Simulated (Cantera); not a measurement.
Charge: 1 mol FeS₂, 1.2 mol SO₃, 0.06 mol O₂, equilibrated at 0.100 bar.

Equilibrium computed with Cantera from the NASA thermochemical tables; the gas is ideal and each condensed phase is pure. Candidate condensed phases: Fe, FeO, FeS, FeSO₄, FeS₂, Fe₂O₃, Fe₂(SO₄)₃, Fe₃O₄, S; 12 gas species. Mutual solubility and eutectic melting of coexisting phases are not modelled. FeS: taken at fixed stoichiometry. Gases not in the tables: S₃ to S₇. Kinetics and transport are ignored.

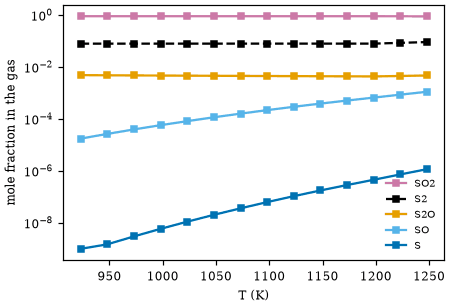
Figure: Equilibrium gas composition (values under 1e-9 drawn at 1e-9)

From 923 K to 1198 K the condensed part is FeS(s). From 1223 K to 1248 K the condensed part is FeS(s) + Fe₃O₄(s).
